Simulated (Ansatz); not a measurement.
**Hypothetical rock salt BeTe, response to strain**

Take BeTe in the rock salt structure (space group Fm-3m, No. 225; a = 5.371 Å; a hypothetical phase, not in the database extracts checked; relaxed with 0.1 eV smearing) as the base.

Strains are applied to the cell and any free atomic positions relax.

All numbers come from plane-wave PAW DFT at the r2SCAN level (Ansatz, a first-principles code, 500 eV), spin-orbit coupling left out, earlier PAW set.

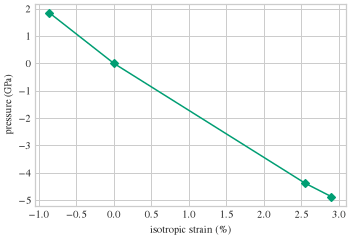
Figure: Pressure against isotropic strain

```
isotropic strain (%)  pressure
--------------------  --------
-0.86                  1.8 GPa
2.55                  -4.4 GPa
2.9                   -4.9 GPa
```

Stability against distortions was not tested. The final runs are not spin-polarised.
